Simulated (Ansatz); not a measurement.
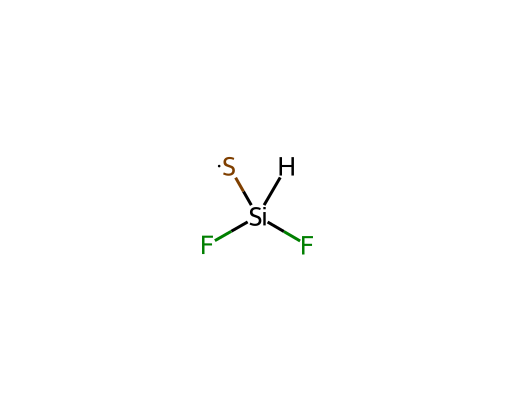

A structural formula. The species is neutral and a spin doublet.

> Write the SMILES.

F[SiH](F)[S]

> Give the formula, hydrogens included.

F2HSSi.

> An optimisation with PBE0-D4/def2-TZVP gave a structure of which point group?

Cs.

The parts below concern this one geometry. Atoms keep their numbers from picture to picture. The geometry was computed by an optimisation with PBE0-D4/def2-TZVP.

## Shape

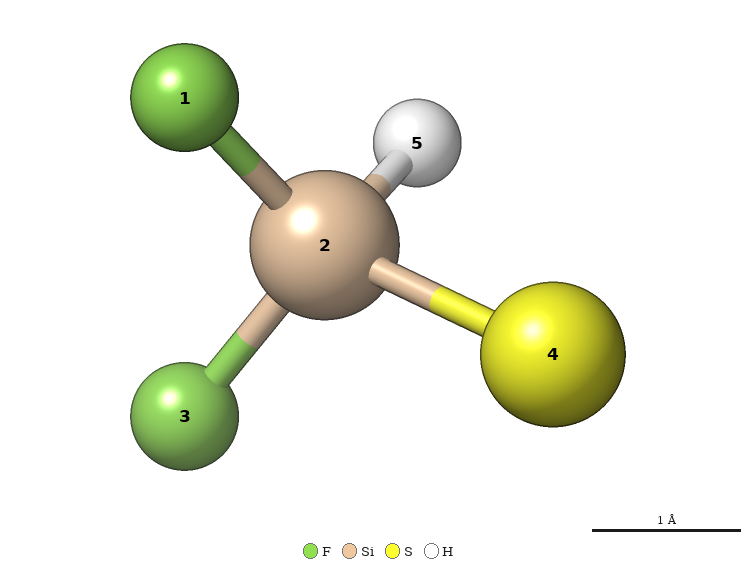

> Describe the coordination of atom 2.

Si2 has 4 neighbours (F1 at 1.58, F3 at 1.58, S4 at 2.10, H5 at 1.47 Å); the arrangement is tetrahedral.

## Thermal motion

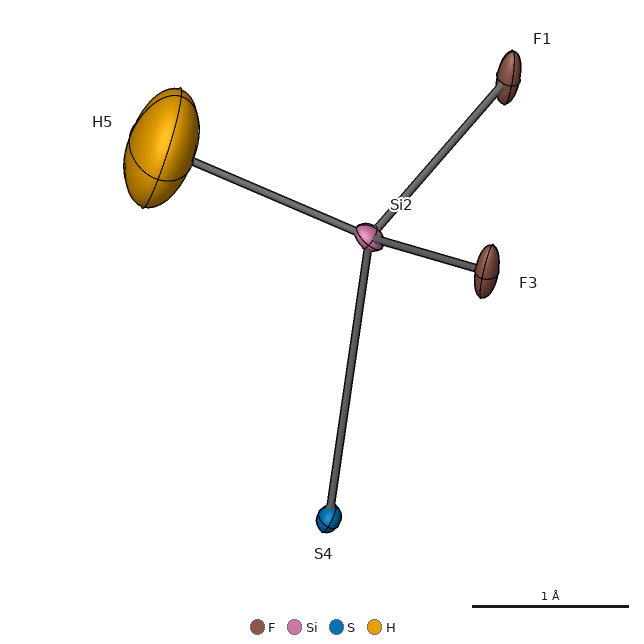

Displacement ellipsoids at the 50 % level, enlarged 1.5 times, from the internal vibrations of the free molecule (harmonic, no overall translation or rotation; no half-axis is drawn under 0.075 Å). Vibrations computed with UKS PBE0-D4/def2-TZVP (Ansatz 0.2.0). Temperature: 400 K.

> Which atom has the largest mean-square displacement?

H5, with U_eq = 0.0231 Å².

> Does H5 move more along its bond or across it?

Across it: the root-mean-square amplitude is 0.095 Å along the bond and up to 0.175 Å across, since bending and torsion are softer than stretching.

Give the displacement parameters, one line for each set of equivalent atoms.

```json
{"atom": "F1, F3", "U_eq (Å²)": "0.0032", "rms amplitudes (Å)": "0.022, 0.045, 0.085"}
{"atom": "Si2", "U_eq (Å²)": "0.0017", "rms amplitudes (Å)": "0.030, 0.046, 0.046"}
{"atom": "S4", "U_eq (Å²)": "0.0014", "rms amplitudes (Å)": "0.015, 0.041, 0.048"}
{"atom": "H5", "U_eq (Å²)": "0.0231", "rms amplitudes (Å)": "0.093, 0.174, 0.175"}
```

## Vibrations

Harmonic vibrations computed with UKS PBE0-D4/def2-TZVP (Ansatz 0.2.0) at a stationary point of the same level.

> How many vibrational modes are there, and where do they lie?

9 modes: 170, 257, 341, 506, 765, 810, 896, 960, 2283 cm⁻¹.

## Dipole moment

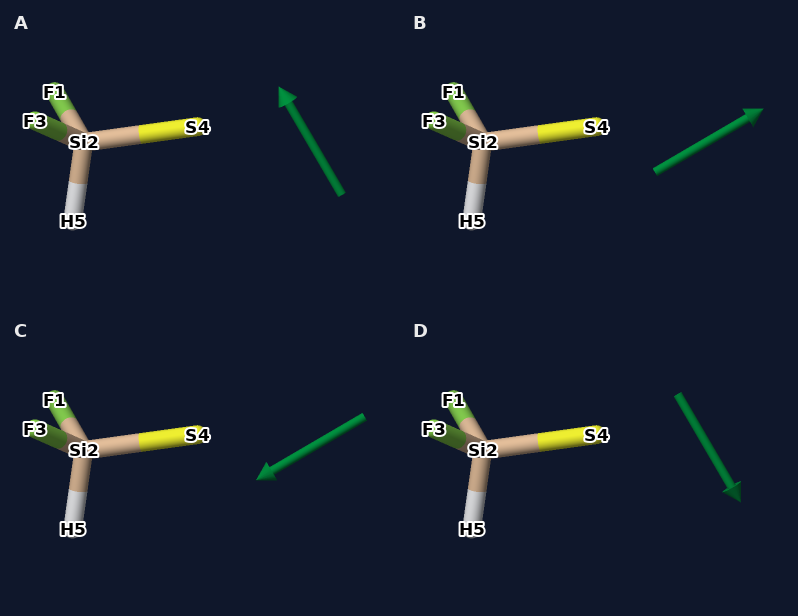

The same molecule four times, each with an arrow. Method: UKS PBE0-D4/def2-TZVP (Ansatz 0.2.0).

> Which arrow points along the dipole moment, from the negative to the positive end?

D. The dipole moment is 1.16 D; it points from the side of F1, F3 to the side of H5 (the outermost atoms at the two ends).
